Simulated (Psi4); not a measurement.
# wB97M-V/aug-cc-pVTZ run of GeSe (Germanium monoselenide)

Aim: the energy change on altering one bond length of GeSe (Germanium monoselenide) at wB97M-V/aug-cc-pVTZ, from 2 runs. 

The calculation is run with Psi4 1.11.

2 further runs of the same task are left out: 2 set aside as unsound or not needed.

### 1 The molecule

GeSe: 2 atoms, total charge 0, spin state singlet. SMILES: `[Ge-]#[Se+]`. Geometry: the measured bond length.

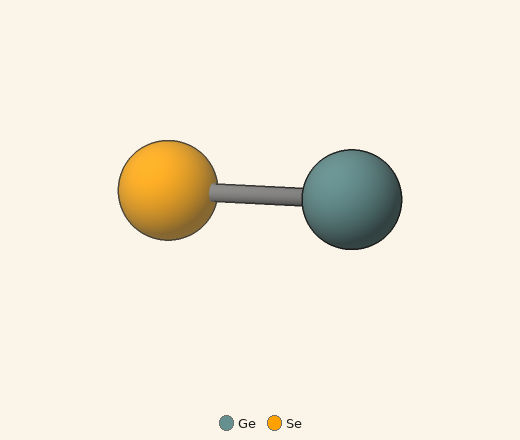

The structure, seen from a chosen angle (germanium teal, selenium orange).

### 2 A single-point energy at wB97M-V/aug-cc-pVTZ

File job.inp:

```
memory 1600 mb

molecule {
  Ge     0.00000000     0.00000000     0.00000000
  Se     0.00000000     0.00000000     4.03386419
  units au
  symmetry c1
}

set {
  puream               true
  e_convergence        1e-09
  d_convergence        1e-08
  scf_type             pk
  dft_radial_points    99
  dft_spherical_points 590
}

E, wfn = energy('wb97m-v/aug-cc-pVTZ', return_wfn=True)
```

Launch:

```sh
$ psi4 job.inp job.out -n 1
```

job.out (excerpt; [...] marks lines left out):

```text
[...]
  Running in c1 symmetry.
[...]
  Nuclear repulsion =  269.716566734488879
[...]
  Multiplicity = 1
[...]
  Nalpha       = 33
  Nbeta        = 33
[...]
    Number of basis functions: 118
[...]
   @RKS iter   1: -4477.12094771128068   -4.97644e+00   2.06992e-02 DIIS/ADIIS
[...]
   @RKS iter  11: -4478.43209436427514   -1.71894e-10   9.66868e-09 DIIS
[...]
    Orbital Energies [Eh]
    ---------------------
    Doubly Occupied:
       1A   -454.517162     2A   -399.383171     3A    -58.369268
       4A    -52.295813     5A    -52.295813     6A    -52.295468
       7A    -50.110329     8A    -44.514559     9A    -44.514559
      10A    -44.511952    11A     -7.997638    12A     -6.434845
      13A     -5.895885    14A     -5.895885    15A     -5.895666
      16A     -4.570630    17A     -4.570630    18A     -4.562270
      19A     -2.218509    20A     -2.217660    21A     -2.217660
      22A     -2.217638    23A     -2.217637    24A     -1.365916
      25A     -1.365915    26A     -1.359990    27A     -1.359696
      28A     -1.359696    29A     -0.801650    30A     -0.558192
      31A     -0.357617    32A     -0.353012    33A     -0.353012
[...]
  @RKS Final Energy: -4478.43209436427514
   => Energetics <=
    Nuclear Repulsion Energy =            269.7165667344888789
    One-Electron Energy =               -6776.6605345798343478
    Two-Electron Energy =                2160.8805151777942228
    DFT Exchange-Correlation Energy =    -132.6449872387915150
    Empirical Dispersion Energy =           0.0000000000000000
    VV10 Nonlocal Energy =                  0.2763455420673744
    Total Energy =                      -4478.4320943642751445
[...]
 Multipole Moments:
 ------------------------------------------------------------------------------------
     Multipole            Electronic (a.u.)      Nuclear  (a.u.)        Total (a.u.)
 ------------------------------------------------------------------------------------
 L = 1.  Multiply by 2.5417464519 to convert [e a0] to [Debye]
 Dipole X            :         -0.0000000            0.0000000           -0.0000000
 Dipole Y            :          0.0000000            0.0000000            0.0000000
 Dipole Z            :          0.3352967           -1.1539755           -0.8186788
 Magnitude           :                                                    0.8186788
[...]
```

Run time: 78 s. Hardware: 1 thread of AMD EPYC 9B45 (Zen 5), shared host; peak memory 1.7 GiB.

### 3 The distorted shape

File job.inp:

```
memory 1600 MB

molecule system {
  0 1
  Ge     0.000000     0.000000    -0.320171
  Se     0.000000     0.000000     2.134629
  symmetry c1
}

set basis aug-cc-pVTZ
set puream true
set e_convergence 1e-09
set d_convergence 1e-08
set scf_type pk
set dft_radial_points 99
set dft_spherical_points 590

E = energy('wb97m-v')
print_variables()
```

Launch:

```sh
$ psi4 -n 1 job.inp job.out
```

job.out (excerpt; [...] marks lines left out):

```text
[...]
  Running in c1 symmetry.
[...]
  Nuclear repulsion =  234.538375920221654
[...]
  Multiplicity = 1
[...]
  Nalpha       = 33
  Nbeta        = 33
[...]
    Number of basis functions: 118
[...]
   @RKS iter   1: -4477.11221249246046   -5.35880e+00   2.04086e-02 DIIS/ADIIS
[...]
   @RKS iter  12: -4478.39779061856643   -2.45564e-11   3.33693e-09 DIIS
[...]
    Orbital Energies [Eh]
    ---------------------
    Doubly Occupied:
       1A   -454.512533     2A   -399.414124     3A    -58.362782
       4A    -52.289697     5A    -52.289232     6A    -52.289232
       7A    -50.139132     8A    -44.543412     9A    -44.543412
      10A    -44.541170    11A     -7.989482    12A     -6.462221
      13A     -5.888554    14A     -5.887017    15A     -5.887017
      16A     -4.597981    17A     -4.597981    18A     -4.589206
      19A     -2.210231    20A     -2.209528    21A     -2.209528
      22A     -2.208232    23A     -2.208232    24A     -1.392991
      25A     -1.392991    26A     -1.385993    27A     -1.385993
      28A     -1.384315    29A     -0.759976    30A     -0.577704
      31A     -0.350061    32A     -0.323959    33A     -0.323959
[...]
  @RKS Final Energy: -4478.39779061856643
   => Energetics <=
    Nuclear Repulsion Energy =            234.5383759202216538
    One-Electron Energy =               -6705.8911432726581552
    Two-Electron Energy =                2125.2527820150303342
    DFT Exchange-Correlation Energy =    -132.5749270463529683
    Empirical Dispersion Energy =           0.0000000000000000
    VV10 Nonlocal Energy =                  0.2771217651928776
    Total Energy =                      -4478.3977906185673419
[...]
 Multipole Moments:
 ------------------------------------------------------------------------------------
     Multipole            Electronic (a.u.)      Nuclear  (a.u.)        Total (a.u.)
 ------------------------------------------------------------------------------------
 L = 1.  Multiply by 2.5417464519 to convert [e a0] to [Debye]
 Dipole X            :          0.0000000            0.0000000            0.0000000
 Dipole Y            :         -0.0000000            0.0000000           -0.0000000
 Dipole Z            :         -0.1051780           -1.3270592           -1.4322372
 Magnitude           :                                                    1.4322372
[...]
```

Run time: 78 s. Hardware: 1 thread of AMD EPYC 9B45 (Zen 5), shared host; peak memory 1.7 GiB.

### 4 Summary of results

Level: wB97M-V/aug-cc-pVTZ.

| quantity | value |
| --- | --- |
| first shape: total energy | -4478.43209 Eh |
| first shape: dipole moment | 2.08 D |
| first shape: HOMO energy | -9.61 eV |
| first shape: LUMO energy | -0.70 eV |
| first shape: HOMO–LUMO gap | 8.90 eV |
| distorted shape: total energy | -4478.39779 Eh |
| distorted shape: dipole moment | 3.64 D |
| distorted shape: HOMO energy | -8.82 eV |
| distorted shape: LUMO energy | -1.40 eV |
| distorted shape: HOMO–LUMO gap | 7.42 eV |
| energy change with the Ge1–Se2 bond stretched from 2.135 to 2.455 Å | 0.933 eV |

What this shows: With the Ge1–Se2 bond stretched from 2.135 to 2.455 Å the energy rises by 0.93 eV (21.5 kcal/mol). The first shape isn't relaxed at this level, so the change isn't measured from a minimum.
